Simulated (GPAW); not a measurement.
# CrGe2As4 monolayer: simulated STM images

What would a tunnelling microscope show on CrGe2As4 monolayer?

Program: GPAW 26.7.0. Level of theory: GPAW, PAW setups; layer in a repeated cell with vacuum, relaxation of atoms and in-plane cell, in the first sound run; inputs show where later runs differ. Results are calculated unless marked as measured.

**1. Starting point**

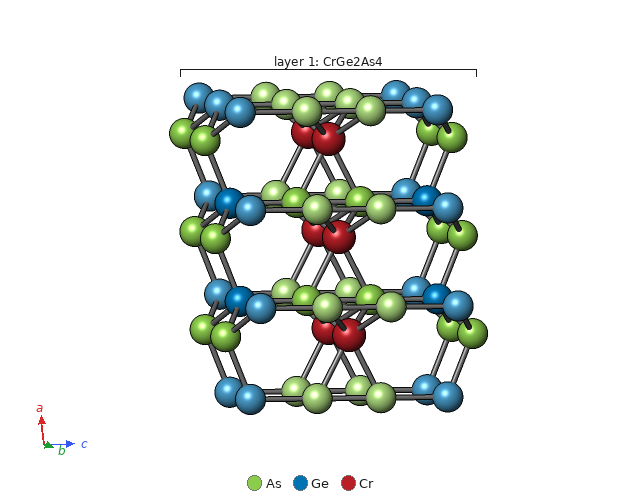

Start, viewed from the side, with the c axis across the page; arsenic green, germanium blue, chromium red. 2×1×1 cells are drawn. Some periodic images of atoms are drawn too.

The cell holds 7 atoms: 4 As, 2 Ge and 1 Cr. Its edges and angles: a = 3.730 Å, b = 3.730 Å, c = 26.578 Å, α = 90.0°, β = 90.0°, γ = 120.0°. Vacuum lies along c.

**2. Relaxation**

The atoms are relaxed first, since the surface dipole, and with it the work function, follows the positions of the outer layers.

File run.py:

```python
import json
import numpy as np
from ase import Atoms
from ase.filters import FrechetCellFilter
from ase.optimize import BFGS
from gpaw import GPAW, PW

slab = Atoms(
    ['As', 'Ge', 'As', 'Cr', 'As', 'Ge', 'As'],
    positions=[
        [0.00000, 0.00000, 9.00000],
        [-0.00000, 2.15352, 9.86300],
        [-0.00000, 2.15352, 12.18300],
        [0.00000, 0.00000, 13.28917],
        [-0.00000, 2.15352, 14.39533],
        [-0.00000, 2.15352, 16.71533],
        [0.00000, 0.00000, 17.57833]],
    cell=[[3.73, 0.0, 0.0], [-1.865, 3.23027, 0.0], [0.0, 0.0, 26.5783]],
    pbc=[True, True, True])

slab.calc = GPAW(mode=PW(600), xc='PBE', kpts={'size': (9, 9, 1), 'gamma': True},
                 occupations={'name': 'fermi-dirac', 'width': 0.05}, nbands='200%',
                 convergence={'density': 1e-05}, maxiter=200,
                 symmetry={'tolerance': 1e-3}, txt='slab.txt')
result = {}
# The in-plane cell is free; stress needs a cell that repeats along all three vectors
path = []
opt = BFGS(FrechetCellFilter(slab, mask=[1, 1, 0, 0, 0, 1]), maxstep=0.2)
opt.attach(lambda: path.append((slab.get_potential_energy(), slab.positions.tolist(), slab.get_forces().tolist())))
result['relaxed'] = bool(opt.run(fmax=0.02, steps=45))
result['path'] = path
result['cell'] = slab.cell.tolist()
print('in-plane lattice', slab.cell.cellpar().round(4)[[0, 1, 5]])
energy = slab.get_potential_energy()
fermi = slab.calc.get_fermi_level()
v = slab.calc.get_electrostatic_potential().mean((0, 1)) - fermi
n = slab.calc.get_pseudo_density().mean((0, 1))
L = slab.cell[2, 2]
z = np.arange(len(v)) * L / len(v)
low, high = slab.positions[:, 2].min(), slab.positions[:, 2].max()
below, above = np.interp([low - 6.8, high + 6.8], z, v)
slopes = [np.interp(x, z, np.gradient(v, z)) for x in (low - 6.8, high + 6.8)]
eps = np.array([[slab.calc.get_eigenvalues(k, s) for k in range(len(slab.calc.get_ibz_k_points()))]
                for s in range(slab.calc.get_number_of_spins())]) - fermi
top, bottom = eps[eps < 0].max(), eps[eps > 0].min()
dipole = slab.get_dipole_moment()[2]
print(f'energy {energy:.4f} eV, Fermi level {fermi:.4f} eV, dipole {dipole:.5f} e A')
print(f'potential 6.8 A off the faces, from the Fermi level: lower {below:.4f} eV, upper {above:.4f} eV')
print(f'slope of the potential there: lower {slopes[0]:.5f}, upper {slopes[1]:.5f} eV/A')
print(f'nearest levels on the mesh: {top:.4f} and {bottom:.4f} eV')
print('magnetic moment', round(slab.get_magnetic_moment(), 3))
result.update(energy=energy, fermi=fermi, dipole=dipole, below=below, above=above, slopes=slopes, edges=[top, bottom],
              z=z.tolist(), v=v.tolist(), n=n.tolist(), positions=slab.positions.tolist(),
              forces=slab.get_forces(apply_constraint=False).tolist(), moments=slab.get_magnetic_moments().tolist())
json.dump(result, open('result.json', 'w'))
```

Command:

```console
OMP_NUM_THREADS=1 OPENBLAS_NUM_THREADS=1 python run.py
```

Log:

```text
Step          Energy          fmax
BFGS:    0      -34.282929        3.760482
BFGS:    1      -34.797537        2.562427
BFGS:    2      -35.256951        1.847259
BFGS:    3      -35.696263        2.440303
BFGS:    4      -36.205863        2.287878
BFGS:    5      -36.476990        1.519147
BFGS:    6      -36.627932        0.734347
BFGS:    7      -36.685180        0.618540
BFGS:    8      -36.705607        0.528961
BFGS:    9      -36.729933        0.453944
BFGS:   10      -36.768057        0.606810
BFGS:   11      -36.805394        0.507403
BFGS:   12      -36.824423        0.193019
BFGS:   13      -36.827527        0.066230
BFGS:   14      -36.827866        0.052984
BFGS:   15      -36.827997        0.030995
BFGS:   16      -36.828049        0.007814
in-plane lattice [  3.6472   3.6472 120.    ]
energy -36.8229 eV, Fermi level 0.4523 eV, dipole 0.00238 e A
potential 6.8 A off the faces, from the Fermi level: lower 4.8300 eV, upper 4.8288 eV
slope of the potential there: lower 0.00029, upper 0.00053 eV/A
nearest levels on the mesh: -0.0763 and 0.0602 eV
magnetic moment 0.0
```

Elapsed: 42 min, on 1 thread of Arm Neoverse V1, shared host; peak memory 0.65 GiB.

This run has no spin polarisation, although Cr can carry a moment.

Numbers from this step:

- dipole along the normal: 0.002379 e·Å
- levels nearest the Fermi level on the mesh: -0.07626, 0.06015 eV from the Fermi level

The electrostatic potential energy of an electron (without an applied field's), less the Fermi level, planar mean oscillates, so the rows of the table below give means over windows of 1.83 Å about each position, cut where the curve ends. Its maxima inside the range that stand out by 2 % of the span (Å: eV): 8.9: -8.63, 10.7: 2.11, 12.7: -5.39, 14.0: -5.20, 15.9: 2.10, 17.7: -8.64. Its minima: 8.3: -14.0, 9.4: -13.6, 12.0: -12.9, 13.3: -10.8, 14.6: -12.9, 17.2: -13.6, 18.3: -14.0.

Table of electrostatic potential energy of an electron (without an applied field's), less the Fermi level, planar mean by z; means over each step:

```csv
z (Å),"electrostatic potential energy of an electron (without an applied field's), less the Fermi level, planar mean (eV)"
0.92,4.83
2.75,4.83
4.58,4.83
6.41,4.19
8.23,-8.33
10.07,-4.46
11.89,-6.87
13.73,-8.51
15.55,-2.47
17.38,-10.1
19.21,-1.55
21.05,4.77
22.88,4.83
24.70,4.83
```

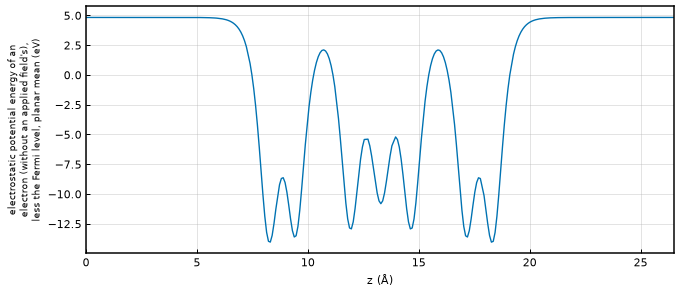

Electrostatic potential energy of an electron (without an applied field's), less the Fermi level, planar mean, plotted against z.

The pseudo valence density, planar mean oscillates, so the rows of the table below give means over windows of 2.5 Å about each position, cut where the curve ends. Its maxima inside the range that stand out by 2 % of the span (Å: e/Å³): 7.8: 0.256, 8.8: 0.421, 10.0: 0.221, 11.5: 0.246, 13.3: 0.451, 15.1: 0.246, 16.6: 0.221, 17.8: 0.421, 18.8: 0.256. Its minima: 8.1: 0.177, 9.5: 0.0545, 10.6: 0.114, 12.0: 0.176, 14.6: 0.176, 15.9: 0.114, 17.1: 0.0545, 18.4: 0.177.

Pseudo valence density, planar mean against z; means over each step:

```csv
z (Å),"pseudo valence density, planar mean (e/Å³)"
2.5,1.1e-6
5.0,0.00103
7.5,0.155
10.0,0.190
12.5,0.319
15.0,0.221
17.5,0.234
20.0,0.0599
22.5,7.8e-5
25.0,0
```

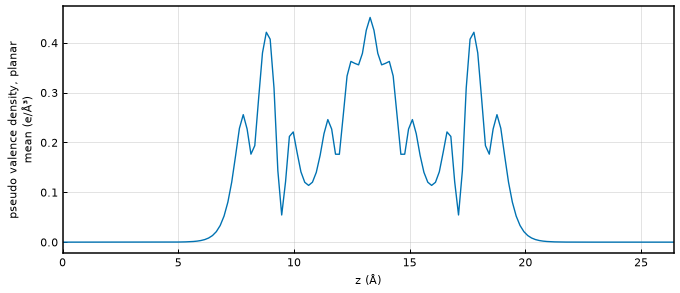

Pseudo valence density, planar mean, plotted against z.

The relaxation lowered the energy of the cell by 2.56 eV (energies extrapolated to zero smearing; the optimiser's log prints free energies). The largest force left on a free atom is 0.0078 eV/Å.

**3. The slab's potential**

With the geometry fixed, the planar mean of the potential gives the vacuum level on each side.

This step: GPAW, PAW setups; slab in vacuum (GPAW 26.7.0).

The cell differs from the one that the last finished run ended in (c 26.578 → 28.103 Å).

File run.py:

```python
import json
import numpy as np
from ase import Atoms
from ase.dft.stm import STM
from gpaw import GPAW, PW

slab = Atoms(
    ['As', 'Ge', 'As', 'Cr', 'As', 'Ge', 'As'],
    positions=[
        [-0.00000, 0.00000, 9.00000],
        [-0.00000, 2.10572, 10.20479],
        [-0.00000, 2.10572, 12.67782],
        [-0.00000, 0.00000, 14.05153],
        [-0.00000, 2.10572, 15.42523],
        [-0.00000, 2.10572, 17.89826],
        [0.00000, 0.00000, 19.10305]],
    cell=[[3.6472, 0.0, 0.0], [-1.8236, 3.15857, 0.0], [0.0, 0.0, 28.1031]],
    pbc=[True, True, False])

slab.calc = GPAW(mode=PW(400), xc='PBE', kpts={'size': (9, 9, 1), 'gamma': True},
                 occupations={'name': 'fermi-dirac', 'width': 0.05}, nbands='200%',
                 convergence={'density': 1e-05}, maxiter=200,
                 poissonsolver={'dipolelayer': 'xy'},
                 symmetry={'tolerance': 1e-3}, txt='slab.txt')
result = {}
energy = slab.get_potential_energy()
fermi = slab.calc.get_fermi_level()
v = slab.calc.get_electrostatic_potential().mean((0, 1)) - fermi
n = slab.calc.get_pseudo_density().mean((0, 1))
L = slab.cell[2, 2]
z = np.arange(len(v)) * L / len(v)
low, high = slab.positions[:, 2].min(), slab.positions[:, 2].max()
below, above = np.interp([low - 6.8, high + 6.8], z, v)
slopes = [np.interp(x, z, np.gradient(v, z)) for x in (low - 6.8, high + 6.8)]
eps = np.array([[slab.calc.get_eigenvalues(k, s) for k in range(len(slab.calc.get_ibz_k_points()))]
                for s in range(slab.calc.get_number_of_spins())]) - fermi
top, bottom = eps[eps < 0].max(), eps[eps > 0].min()
dipole = slab.get_dipole_moment()[2]
print(f'energy {energy:.4f} eV, Fermi level {fermi:.4f} eV, dipole {dipole:.5f} e A')
print(f'potential 6.8 A off the faces, from the Fermi level: lower {below:.4f} eV, upper {above:.4f} eV')
print(f'slope of the potential there: lower {slopes[0]:.5f}, upper {slopes[1]:.5f} eV/A')
print(f'nearest levels on the mesh: {top:.4f} and {bottom:.4f} eV')
print('magnetic moment', round(slab.get_magnetic_moment(), 3))
result.update(energy=energy, fermi=fermi, dipole=dipole, below=below, above=above, slopes=slopes, edges=[top, bottom],
              z=z.tolist(), v=v.tolist(), n=n.tolist(), positions=slab.positions.tolist(),
              forces=slab.get_forces(apply_constraint=False).tolist(), moments=slab.get_magnetic_moments().tolist())

# Images need the states of the whole zone, up to time reversal
slab.calc = slab.calc.fixed_density(symmetry={'point_group': False}, txt='states.txt', nbands='290%',
                                    convergence={'bands': 'CBM+1.3'})
stm = STM(slab)
result['stm'] = []
for bias in [-1.0, 1.0]:
    height = high + 3.5
    current = stm.get_averaged_current(bias, height)
    x, y, h = stm.scan(bias, current)
    i, f = divmod(height / L * stm.ldos.shape[2], 1)
    I = abs((1 - f) * stm.ldos[:, :, int(i)] + f * stm.ldos[:, :, int(i) + 1])
    print(f'bias {bias} V: mean current at 3.5 A {current:.4e}, corrugation {np.ptp(h):.4f} A')
    result['stm'].append(dict(bias=bias, current=current, h=(h - high).tolist(), I=I.tolist()))
json.dump(result, open('result.json', 'w'))
```

Log:

```text
energy -36.7822 eV, Fermi level 0.1666 eV, dipole 0.00067 e A
potential 6.8 A off the faces, from the Fermi level: lower 4.8204 eV, upper 4.8375 eV
slope of the potential there: lower -0.00018, upper 0.00018 eV/A
nearest levels on the mesh: -0.0758 and 0.0603 eV
magnetic moment 0.0
bias -1.0 V: mean current at 3.5 A 1.3232e-05, corrugation 0.1974 A
bias 1.0 V: mean current at 3.5 A 4.5444e-06, corrugation 0.3424 A
```

Wall time 5.7 min (1 thread); peak memory 0.57 GiB.

This step gave:

* dipole along the normal: 6.70e-4 e·Å
* levels nearest the Fermi level on the mesh: -0.07582, 0.06026 eV from the Fermi level
* upper work function: 4.837 eV
* lower work function: 4.820 eV
* corrugation -1: 0.1974 Å
* corrugation 1: 0.3424 Å

The electrostatic potential energy of an electron (without an applied field's), less the Fermi level, planar mean oscillates, so the rows of the table below give means over windows of 1.87 Å about each position, cut where the curve ends. Its maxima inside the range that stand out by 2 % of the span (Å: eV): 9.6: -8.67, 11.4: 2.10, 13.4: -5.25, 14.7: -5.25, 16.7: 2.11, 18.5: -8.66. Its minima: 9.1: -14.1, 10.2: -13.6, 12.7: -13.0, 14.1: -10.8, 15.4: -13.0, 17.9: -13.6, 19.0: -14.1.

Electrostatic potential energy of an electron (without an applied field's), less the Fermi level, planar mean against z; means over each step:

```csv
z (Å),"electrostatic potential energy of an electron (without an applied field's), less the Fermi level, planar mean (eV)"
0.94,4.82
2.81,4.82
4.68,4.82
6.54,4.70
8.42,-4.25
10.29,-7.74
12.16,-4.67
14.03,-7.40
15.90,-4.92
17.77,-7.39
19.64,-4.65
21.50,4.70
23.38,4.84
25.25,4.84
27.11,4.84
```

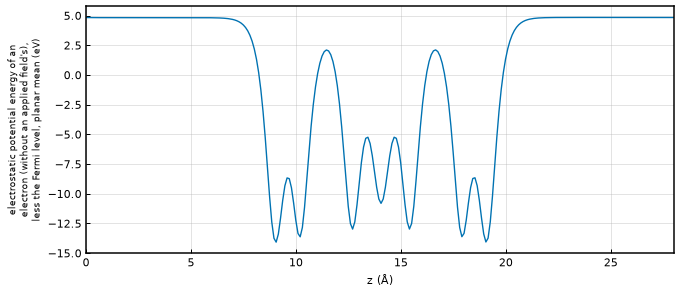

Electrostatic potential energy of an electron (without an applied field's), less the Fermi level, planar mean, plotted against z.

The pseudo valence density, planar mean oscillates, so the rows of the table below give means over windows of 2.5 Å about each position, cut where the curve ends. Its maxima inside the range that stand out by 2 % of the span (Å: e/Å³): 8.5: 0.254, 9.6: 0.422, 10.6: 0.224, 12.3: 0.246, 13.9: 0.440, 15.8: 0.246, 17.5: 0.224, 18.5: 0.422, 19.6: 0.254. Its minima: 9.0: 0.172, 10.2: 0.0583, 11.4: 0.115, 12.7: 0.171, 15.4: 0.171, 16.7: 0.115, 17.9: 0.0583, 19.2: 0.172.

Pseudo valence density, planar mean against z; means over each step:

```csv
z (Å),"pseudo valence density, planar mean (e/Å³)"
2.5,0
5.0,1.2e-4
7.5,0.0749
10.0,0.227
12.5,0.237
15.0,0.307
17.5,0.202
20.0,0.131
22.5,6.6e-4
25.0,7.2e-7
```

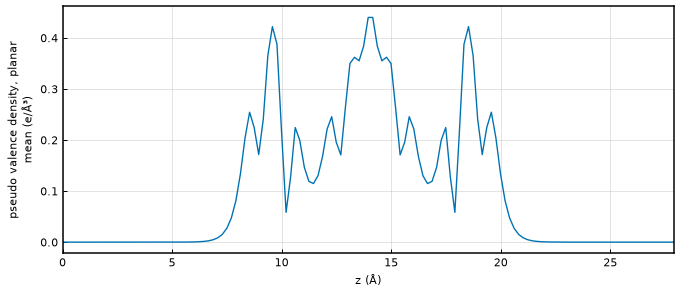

Pseudo valence density, planar mean, plotted against z.

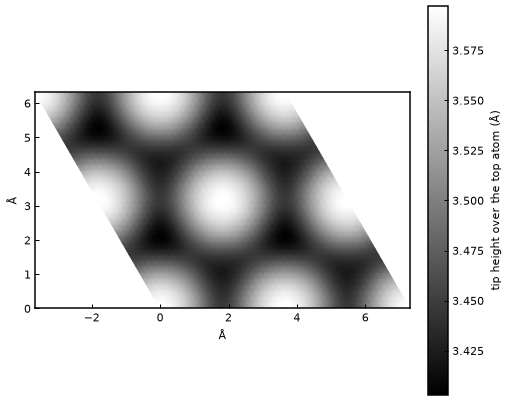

Tip height over the top atom over a1 and a2. Sample bias -1 V, constant current at the mean current 3.5 Å over the top atom. The cell is repeated, with its origin at the lower left corner.

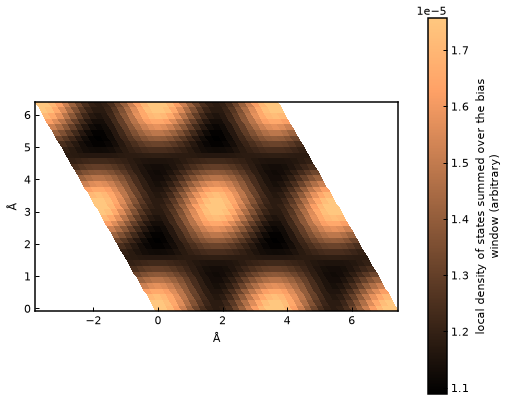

Local density of states summed over the bias window over a1 and a2. Sample bias -1 V, constant height 3.5 Å over the top atom. The cell is repeated, with its origin at the lower left corner.

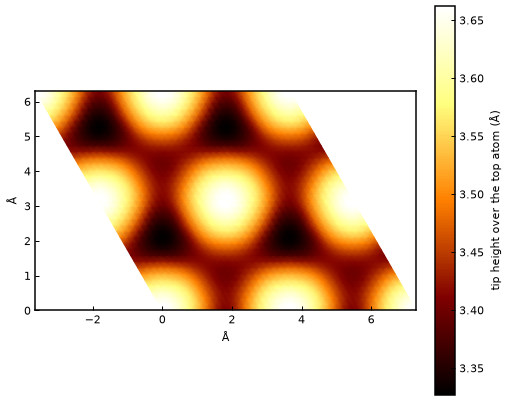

Tip height over the top atom over a1 and a2. Sample bias 1 V, constant current at the mean current 3.5 Å over the top atom. The cell is repeated, with its origin at the lower left corner.

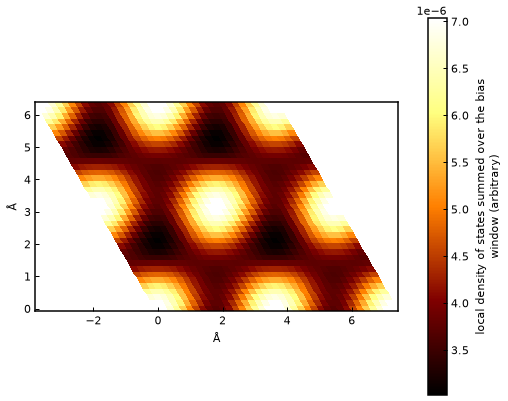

Local density of states summed over the bias window over a1 and a2. Sample bias 1 V, constant height 3.5 Å over the top atom. The cell is repeated, with its origin at the lower left corner.

The potential is flat to 1.8e-4 eV/Å where it is read, so the vacuum is wide enough.

**4. A changed run**

One more run, with changed settings.

File run.py:

```python
import json
import numpy as np
from ase import Atoms
from gpaw import GPAW, PW

slab = Atoms(
    ['As', 'Ge', 'As', 'Cr', 'As', 'Ge', 'As'],
    positions=[
        [-0.00000, 0.00000, 9.00000],
        [-0.00000, 2.10572, 10.20479],
        [-0.00000, 2.10572, 12.67782],
        [-0.00000, 0.00000, 14.05153],
        [-0.00000, 2.10572, 15.42523],
        [-0.00000, 2.10572, 17.89826],
        [0.00000, 0.00000, 19.10305]],
    cell=[[3.6472, 0.0, 0.0], [-1.8236, 3.15857, 0.0], [0.0, 0.0, 28.1031]],
    pbc=[True, True, False])

slab.calc = GPAW(mode=PW(400), xc='PBE', kpts={'size': (9, 9, 1), 'gamma': True},
                 occupations={'name': 'fermi-dirac', 'width': 0.05}, nbands='200%',
                 convergence={'density': 1e-05}, maxiter=75,
                 poissonsolver={'dipolelayer': 'xy'},
                 symmetry={'tolerance': 1e-3}, txt='slab.txt')
result = {}
energy = slab.get_potential_energy()
fermi = slab.calc.get_fermi_level()
v = slab.calc.get_electrostatic_potential().mean((0, 1)) - fermi
n = slab.calc.get_pseudo_density().mean((0, 1))
L = slab.cell[2, 2]
z = np.arange(len(v)) * L / len(v)
low, high = slab.positions[:, 2].min(), slab.positions[:, 2].max()
below, above = np.interp([low - 1.0, high + 1.0], z, v)
slopes = [np.interp(x, z, np.gradient(v, z)) for x in (low - 1.0, high + 1.0)]
eps = np.array([[slab.calc.get_eigenvalues(k, s) for k in range(len(slab.calc.get_ibz_k_points()))]
                for s in range(slab.calc.get_number_of_spins())]) - fermi
top, bottom = eps[eps < 0].max(), eps[eps > 0].min()
dipole = slab.get_dipole_moment()[2]
print(f'energy {energy:.4f} eV, Fermi level {fermi:.4f} eV, dipole {dipole:.5f} e A')
print(f'potential 1.0 A off the faces, from the Fermi level: lower {below:.4f} eV, upper {above:.4f} eV')
print(f'slope of the potential there: lower {slopes[0]:.5f}, upper {slopes[1]:.5f} eV/A')
print(f'nearest levels on the mesh: {top:.4f} and {bottom:.4f} eV')
print('magnetic moment', round(slab.get_magnetic_moment(), 3))
result.update(energy=energy, fermi=fermi, dipole=dipole, below=below, above=above, slopes=slopes, edges=[top, bottom],
              z=z.tolist(), v=v.tolist(), n=n.tolist(), positions=slab.positions.tolist(),
              forces=slab.get_forces(apply_constraint=False).tolist(), moments=slab.get_magnetic_moments().tolist())
json.dump(result, open('result.json', 'w'))
```

Log:

```text
energy -36.7822 eV, Fermi level 0.1666 eV, dipole 0.00067 e A
potential 1.0 A off the faces, from the Fermi level: lower 2.2730 eV, upper 2.2897 eV
slope of the potential there: lower -7.06020, upper 7.06105 eV/A
nearest levels on the mesh: -0.0758 and 0.0603 eV
magnetic moment 0.0
```

The job ended after 76 s (1 thread; peak memory 0.26 GiB).

The run finished. A setting was moved off its sound value on purpose, so it serves as a test and not as the result.

The fault put into the input: the potential probed 1 A off the face (probe = 1.0).

**5. Outcome**

* work function, upper and lower face: 4.837 and 4.820 eV
* dipole along the normal: 6.7e-4 e Å, near the numerical noise
* corrugation at -1 V: 0.197 Å
* corrugation at 1 V: 0.342 Å

**Reading.** The corrugation at constant current is largest at 1 V, where the tip height varies by 0.34 Å over the cell. Negative sample bias images filled states, positive bias empty ones. The images are of Tersoff-Hamann type: an s-wave tip, no tip-sample forces, heights closer than in a microscope. The small printed dipole stands for a step of -11 meV from the lower to the upper face, and the probes find 17 meV; values this small are near the numerical noise of both. The runs had no spin polarisation, so a magnetic state, which thin layers of d-metal atoms can have, wasn't tested. The layer's cell and atoms come from the relaxation; spin-orbit coupling and temperature are left out.

[Logs are printed without paths, hosts, clocks, repeated set-up lines and the standing remarks that a program may print on its own settings, such as how far it seeks lower states.]

[Hosts, paths, dates, database ids (printed as entryN), source tags and the programs' standing remarks are cut or masked in the printed files.]
